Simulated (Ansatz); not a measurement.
SnPH₇: several calculations on one system

Part 1: Relaxation

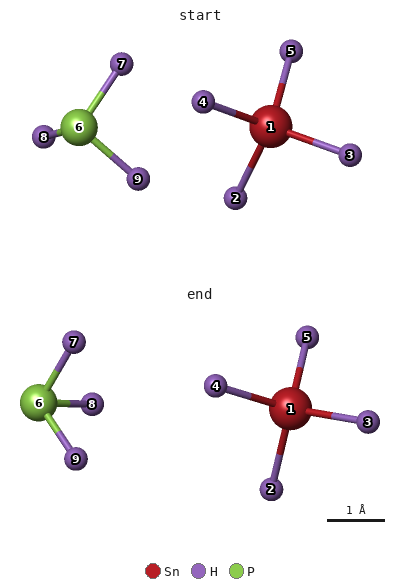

The structure of SnPH7 before (top) and after (bottom) a relaxation, at one scale.

The picture is a ball-and-stick view, seen at a tilt.

The run prepares an end point of a later path (reaction) calculation, from a guessed geometry.

Level of theory: RKS BHLYP/def2-SVP (Ansatz 0.2.0).

Input file:
```yaml
crystal:
  periodic: [false, false, false]
  atoms:
    - { symbol: Sn, position_ang: [0.304827, -0.037025, -0.208227] }
    - { symbol: H, position_ang: [0.119392, -0.156195, 1.50582] }
    - { symbol: H, position_ang: [1.936761, 0.227242, -0.621987] }
    - { symbol: H, position_ang: [-0.651042, 1.260612, -0.757465] }
    - { symbol: H, position_ang: [-0.239075, -1.489084, -0.915489] }
    - { symbol: P, position_ang: [-2.92323, 0.255092, 1.513857] }
    - { symbol: H, position_ang: [-2.898767, -0.805862, 0.573346] }
    - { symbol: H, position_ang: [-3.684139, -0.476113, 2.460244] }
    - { symbol: H, position_ang: [-1.665228, -0.090766, 2.070102] }
basis:
  gaussian: { orbitals: def2-SVP }
hamiltonian:
  xc: { name: BHLYP }
relax:
  f_tol: 0.03
  max_steps: 50
output:
  orbitals: {}
```

Launched with:
```bash
ansatz run input.yaml --threads 1 --pin off --max-ram 2048MiB --backend cpu --events-out ev --progress --plain --runs-dir out
```

Summarise the run.

Answer. The largest move after the best rigid fit is that of H9, 1.18 Å. By element the largest moves are H 1.18 Å, P 0.94 Å, Sn 0.35 Å. Some distances before and after: Sn1–H2 1.728 → 1.704 Å. The energy falls by 22.7 kJ/mol in 31 accepted moves (35 points after the start). The largest force component goes from 0.47 to 0.026 eV/Å. The line search rejected the trial steps at points 8, 10, 12, 22 of the run. The forces were under the threshold at step 13, but the run went on from there.

Part 2: Relaxation

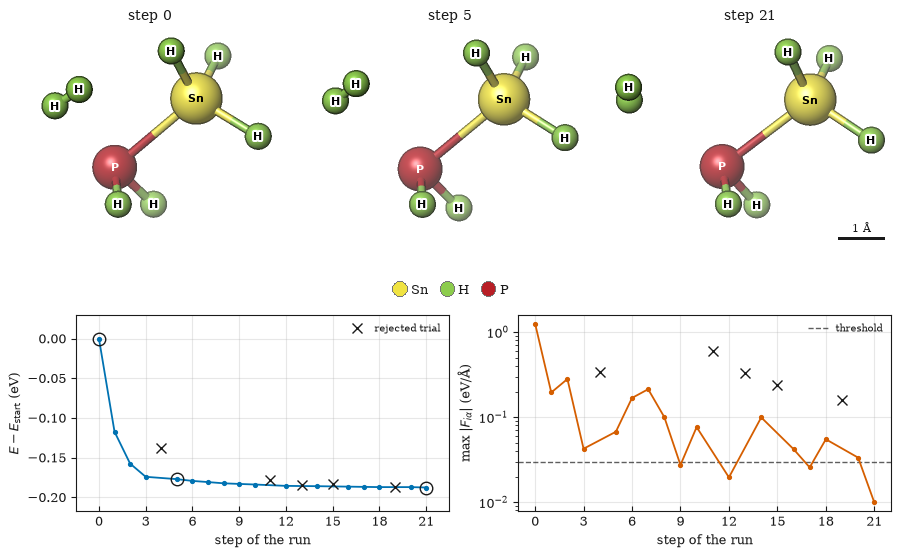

Frames of a relaxation of SnPH₇, marked on the history of the run. The picture is a ball-and-stick view, seen at a tilt.

The run prepares an end point of a later path (reaction) calculation, from a guessed geometry.

Theory: Ansatz 0.2.0, RKS BHLYP/def2-SVP. (no spin polarisation; force threshold 0.03 eV/Å; at most 50 steps)

What happens along the run?

Answer. An H atom moves most after the best rigid fit: 1.25 Å. Largest moves by element: H 1.25 Å, Sn 0.33 Å, P 0.17 Å. Near-neighbour distances that change, for instance: P–Sn 2.476 → 2.528 Å, H–H 0.716 → 0.754 Å. Among the angles between lasting bonds that change: H–Sn–P 110.6° → 108.3°. Over 16 accepted moves (21 points after the start) the energy falls by 0.188 eV. Largest force component: 1.3 eV/Å at the start, 0.01 eV/Å at the end. The line search rejected the trial steps at points 4, 11, 13, 15, 19 of the run. The forces were under the threshold at step 9, but the run went on from there. From step 0 to 5: an H atom moves most (0.65 Å), energy −0.177 eV. From step 5 to 21: an H atom moves most (0.63 Å), energy −0.011 eV.

```
step  E − E(0), eV  largest force component, eV/Å      note
   0        0.0000                         1.2550          
   1       -0.1174                         0.1950          
   2       -0.1576                         0.2808          
   3       -0.1742                         0.0425          
   4       -0.1382                         0.3371  rejected
   5       -0.1771                         0.0674          
   6       -0.1794                         0.1682          
   7       -0.1808                         0.2130          
   8       -0.1824                         0.1001          
   9       -0.1832                         0.0274          
  10       -0.1839                         0.0764          
  11       -0.1785                         0.5961  rejected
  12       -0.1856                         0.0196          
  13       -0.1842                         0.3326  rejected
  14       -0.1860                         0.0993          
  15       -0.1837                         0.2417  rejected
  16       -0.1866                         0.0421          
  17       -0.1869                         0.0257          
  18       -0.1872                         0.0550          
  19       -0.1871                         0.1578  rejected
  20       -0.1872                         0.0334          
  21       -0.1877                         0.0100
```

Limits of the set-up: the start holds two separate molecules, 2.2 Å apart at their closest, whose relative position is a soft coordinate and is computed without a dispersion correction.

Part 3: Path

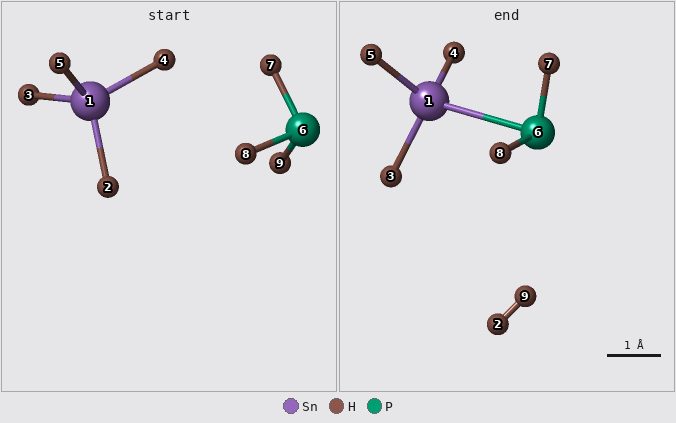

The two relaxed end points of a path for SnPH₇, made up at the start of SnH₄ and PH3. A ball-and-stick model, seen from a free direction.

Theory: Ansatz 0.2.0, RKS BHLYP/def2-SVP.

Set-up: 7 movable images; climbing image; force threshold 0.03 eV/Å; iteration limit 60.

Start:
```xyz
9

Sn    0.6240   -0.1517   -0.2887
H     0.8053   -0.2463    1.4033
H     2.1365    0.1706   -1.0057
H    -0.4667    1.0990   -0.6771
H     0.0215   -1.6326   -0.8789
P    -3.6984    0.0217    2.0010
H    -3.5105   -0.0383    0.5972
H    -3.1251   -1.2543    2.2337
H    -2.4872    0.7199    2.2355
```

End:
```xyz
9

Sn   -0.5747   -0.2105   -0.7113
H     0.0964    0.5016    3.7132
H     0.8982   -0.0446    0.1332
H    -0.7131    1.0398   -1.8644
H    -0.6029   -1.7205   -1.5088
P    -2.4708    0.0312    0.9426
H    -3.4680   -0.3683    0.0176
H    -2.3069   -1.2699    1.4805
H    -0.5588    0.7291    3.4177
```

**Predict the minimum-energy path and its barrier.**

The energy climbs by 72.3 kcal/mol to image 4 and then falls by 71.6 kcal/mol, so the end point sits at +0.7 kcal/mol. Breaking: P6–H9 (1.42 → 1.97 at the top → 3.20 Å), Sn1–H2 (1.70 → 2.01 at the top → 4.53 Å). Forming: H2–H9 (3.53 → 0.97 at the top → 0.75 Å), Sn1–P6 (4.89 → 2.97 at the top → 2.53 Å). The band converged in 31 iterations, with a climbing image at the top. At the top, the vibrational analysis gives one imaginary mode (1745i cm⁻¹), as a transition state must have.

Energies of the converged images:

```csv
image,path (Å),E (kcal/mol)
0,0.00,0.0
1,1.66,0.0
2,3.32,0.3
3,4.97,2.7
4,6.63,72.3
5,8.73,4.2
6,10.83,1.3
7,12.94,1.0
8,15.05,0.7
```

The geometry at the top of the path:

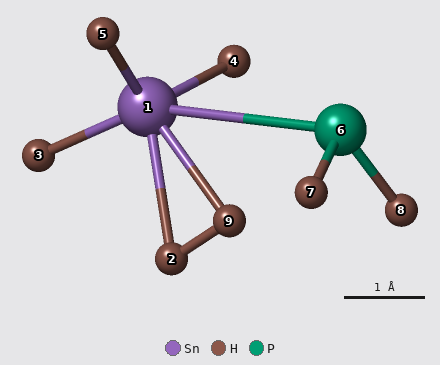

Limits of the set-up: the start holds two separate molecules, 3.5 Å apart at their closest, whose relative position is a soft coordinate and is computed without a dispersion correction.
